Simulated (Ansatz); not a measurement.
Fields on a plane of Sc (hcp, Mg type)

```yaml
crystal:
  lattice:
    - [3.31943, 0.00000, 0.00000]
    - [-1.65971, 2.87471, 0.00000]
    - [0.00000, 0.00000, 5.16637]
  atoms:
    - { symbol: Sc, position: [0.33333, 0.66667, 0.75000] }
    - { symbol: Sc, position: [0.66667, 0.33333, 0.25000] }
```

The slice is a (0001) plane (indices of the conventional cell) through the point (0.667, 0.333, 0.250) (fractional), spanned by u = [110] and v = [1 -1 0] in vectors of this cell: u (3.32 Å) and v (5.75 Å, at 90° to u). It covers one period; positions are fractions (u, v).

Atoms on it: Sc at (0.00, 0.00); Sc at (0.50, 0.50).

Level of theory: PBE (plane waves to 420 eV, PAW, scalar-relativistic; Ansatz, a quantum-chemistry and plane-wave program). k mesh 16×16×9. Inside the PAW spheres the values are not all-electron values, and peaks at nuclei hang on which shells count as valence. Sc is run without spin polarisation. Sc was relaxed with its symmetry unable to fall.

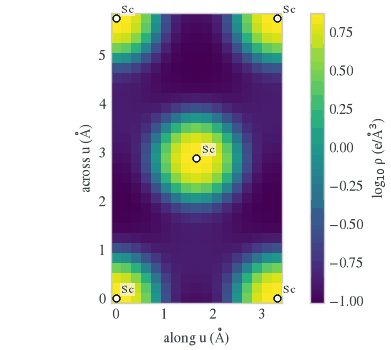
Log₁₀ of the valence density in e/Å³, one period of the plane, atoms marked. The scale is logarithmic, as a density can span decades between atoms and voids.

```
|xxxxxx9966000011221100006699xxxx|
|xxxx99883300001122110000338899xx|
|99998855110000223322000011558899|
|66663311000011334433110000113366|
|11110000001122444444221100000011|
|00001111112233333333332211111100|
|44444433332211111111112233334444|
|88886644220000000000000022446688|
|99997733110000001100000011337799|
|99885511001133667766331100115588|
|88663300115588999999885511003366|
|66441100338899xxxxxx998833001144|
|442200005599xxxxxxxxxx9955000022|
|331100116699xxxxxxxxxx9966110011|
|221100006699xxxxxxxxxx9966000011|
|22110000338899xxxxxx998833000011|
|33220000115588999999885511000022|
|44331100001133666666331100001133|
|44442211000000111111000000112244|
|33333322111111000000111111223333|
|11111122333344444444443333221111|
|00000000224466888888664422000000|
|11000000113377999999773311000000|
|77663311001155889988551100113366|
|99998855110033668866330011558899|
|xxxx99883300114466441100338899xx|
|xxxxxx9955000022442200005599xxxx|
|xxxxxx9966110011331100116699xxxx|
```
Scale: ten equal steps from 0.07 (start of '0') to 0.76 (end of '9'), in the order '0123456789'. Values: electron localisation function (ELF). The map has 16 points along u (two characters each, u = 0 at the left) and 28 along v (v = 0 in the bottom row). Points within 0.5 Å of a nucleus are blanked (x), as the pseudised field means little there.

* **Density on the Sc–Sc line (3.32 Å) at its midpoint**: 0.11 e/Å³
* **ELF at that point**: 0.29
